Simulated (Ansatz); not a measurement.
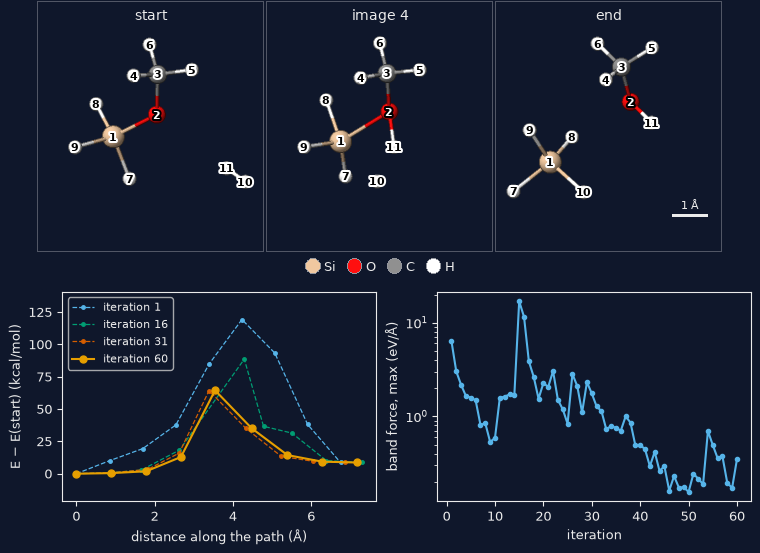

A nudged-elastic-band calculation for CH8OSi, made up at the start of CH6OSi and H$_{2}$. Images are numbered from 0 (start) to 8 (end). The plot follows the band through its iterations. The picture is a ball-and-stick view, seen at a tilt.

The calculation used RHF/def2-SVP (Ansatz). Settings: 7 movable images; climbing image; force threshold 0.05 eV/Å; iteration limit 60; optimiser L-BFGS; largest step 0.5 Å; starting path through a guess of the saddle point.

Judge this run.

Answer. The result isn't final. The band hadn't converged when the run stopped after 60 iterations. The largest component of the band force went from 6.4 to 0.35 eV/Å. The barrier read from it is provisional, though the highest image hardly moved in the last two iterations. The step length is far from the usual. The first iteration put the highest image at 119.3 kcal/mol. Forward barrier 64.5 kcal/mol, backward barrier 55.8 kcal/mol, with image 4 at the top; the reaction energy is +8.7 kcal/mol.

Limits of the set-up: the start holds two separate molecules, 2.7 Å apart at their closest, whose relative position is a soft coordinate and is computed without a dispersion correction; Hartree-Fock leaves out electron correlation.

Cost: 7.4 min on 1 thread of Arm Neoverse V1, with other jobs on the host, peak memory 0.15 GiB.
